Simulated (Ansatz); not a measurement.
Cl$_{2}$H$_{3}$NSi···H$_{2}$···NH$_{3}$

The calculation's input:

```
crystal:
  periodic: [false, false, false]
  atoms:
    - {symbol: Si, position_ang: [-0.332069, 1.793906, 0.767692]}
    - {symbol: H, position_ang: [-0.136328, -1.925439, 1.825930]}
    - {symbol: Cl, position_ang: [-2.121450, 0.809262, 0.558942]}
    - {symbol: Cl, position_ang: [0.481063, 1.104243, 2.536708]}
    - {symbol: H, position_ang: [-0.572613, 3.232702, 0.975383]}
    - {symbol: H, position_ang: [0.190556, -1.636600, -2.429800]}
    - {symbol: N, position_ang: [0.577635, 1.502435, -0.613152]}
    - {symbol: H, position_ang: [-0.224322, -2.656051, 1.696536]}
    - {symbol: N, position_ang: [0.184566, -1.358085, -1.456339]}
    - {symbol: H, position_ang: [1.414977, 2.033933, -0.789128]}
    - {symbol: H, position_ang: [0.606920, 0.555988, -1.002864]}
    - {symbol: H, position_ang: [0.706461, -2.052833, -0.936338]}
    - {symbol: H, position_ang: [-0.775494, -1.403562, -1.133670]}
basis:
  gaussian: {orbitals: def2-TZVPP}
hamiltonian: {xc: pbe0, dispersion: d4}
output: {orbitals: {seedname: orbitals}}
```

Launched as:

```sh
ansatz run in.yaml --threads 8 --pin off --events-out ev --progress --plain --max-ram 19148MiB
```

The product side of a reaction path; geometry: PBE0-D4/def2-TZVP; a saddle point, not a minimum.

Computed with RKS PBE0-D4/def2-TZVPP in Ansatz 0.2.0.

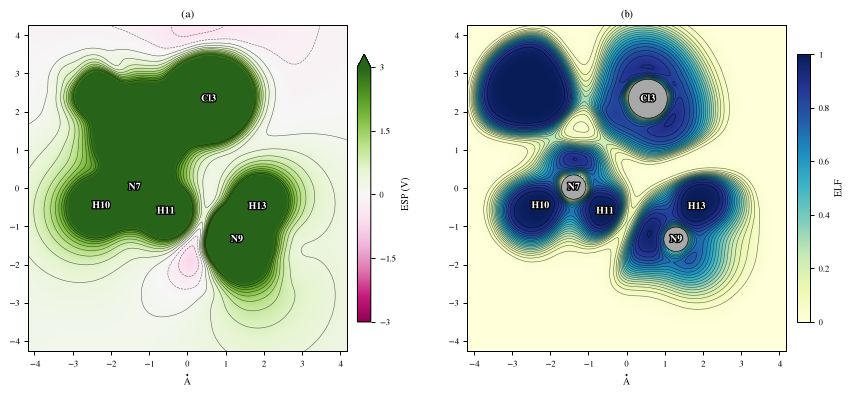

Figure 1. (a) electrostatic potential; (b) electron localisation function on the plane of atoms H10, N7 and H11. Grey discs cover the atomic cores in the ELF map.

**What does the map show?**

- Atoms in the plane: Cl, N and H.
- N9···H11 (2.01 Å): the ELF dips to about 0.15 between them: by its geometry a hydrogen bond between the two molecules, with no shared pair.
- N–H (1.01 Å): the ELF climbs to about 1 towards the hydrogen, as it does in any bond to H (an ordinary covalent bond to hydrogen).
- The ELF also peaks beside Cl3, away from the bonds: lone-pair regions.
- Outside the dense part of the complex the potential is most negative (−0.7 V) near N9.

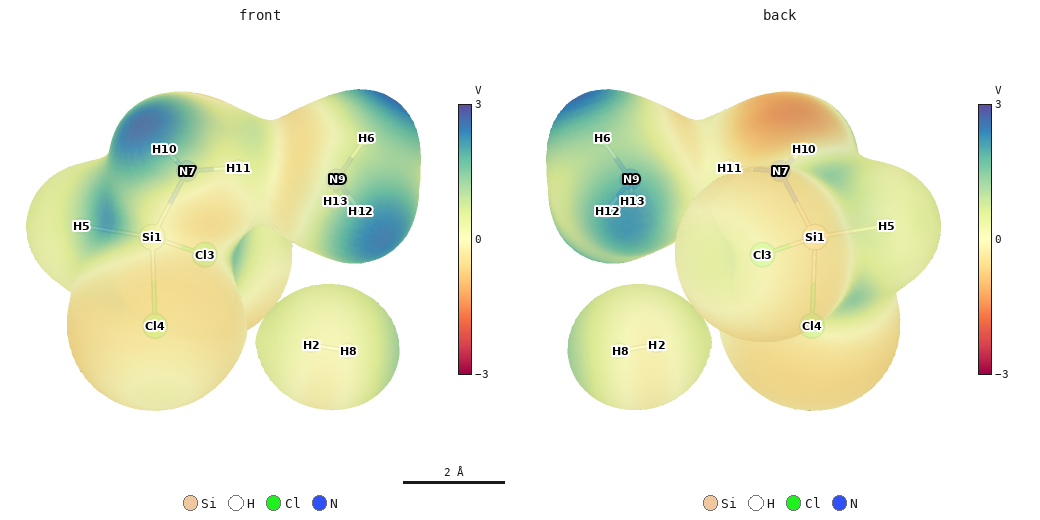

Figure 2. The electrostatic potential painted on the density surface at 0.004 e/bohr³, seen from the front and from behind; red is negative and blue positive.

**Describe the electrostatic potential map.**

The most negative region (about −1.3 V) lies over N7, the most positive (about +2.6 V) over H6, H10 and H12. N7 is the likeliest acceptor of a hydrogen bond.

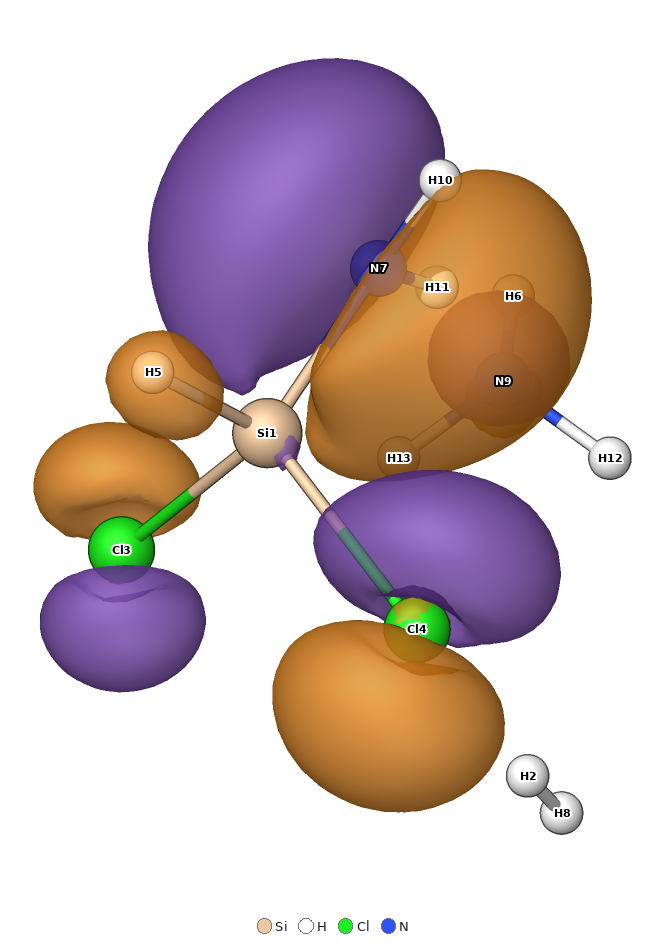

Figure 3. The HOMO at ±0.08 Å⁻³ᐟ² (orange and purple are the two phases), seen at an oblique angle.

**Where does this orbital lie, and at what energy?**

It lies mainly on N7 (about 60 %), Cl4 (about 10 %) and Si1 (about 10 %). Its energy is −7.71 eV.
